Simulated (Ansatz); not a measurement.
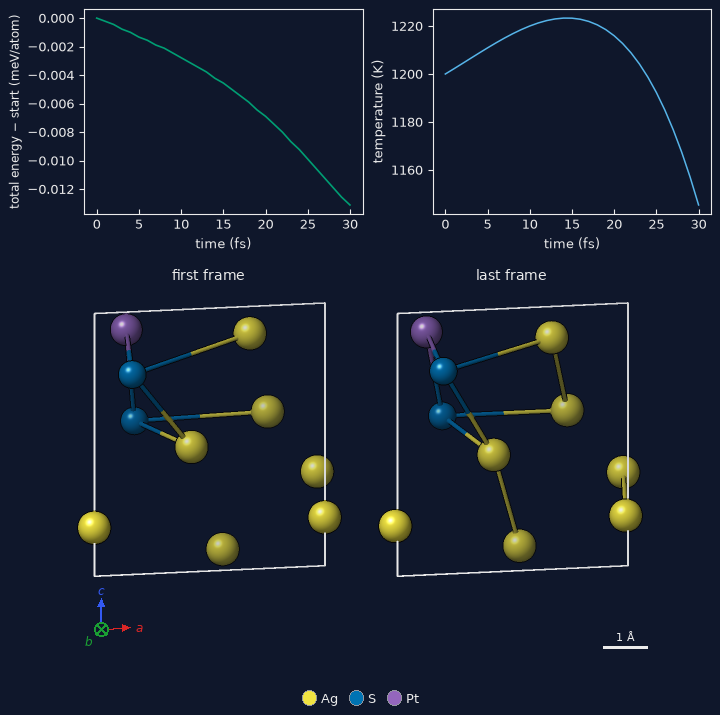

Molecular dynamics of an amorphous cell of composition Ag₆PtS₂ (9 atoms in the cell), 30 fs long. A ball-and-stick model of the simulation cell, seen along the b axis. Bonds to atoms that aren't drawn are left out.

The calculation used DFT, PAW plane waves, PBE (Ansatz 0.2.0). Run with plane-wave cutoff 420 eV; k-point mesh 3 × 3 × 3; cold smearing 0.15 eV; constant energy (NVE); velocities drawn for 1200 K; time step 1 fs.

### Check the integration.

The total energy stays between −0.013 and 0 meV per atom of its start. A straight-line fit has a slope that amounts to −0.013 meV per atom over 30 fs (under 0.1 % of the mean kinetic energy), and the ripple about it is under 0.1 % of the kinetic energy's fluctuation. With a drift under 2 % and a ripple under 7 %, the integration is accurate. Over the second half the temperature averages 1198 K (spread ±24 K). The potential energy in the second half lies on average 0.2 meV per atom above the first frame.

Limits of the set-up: the periodic images lie only 5.5 Å apart, so the values are limited by the cell's size.

Cost: 6 min on 2 threads of Arm Neoverse N1, with other jobs on the host, peak memory 0.83 GiB.
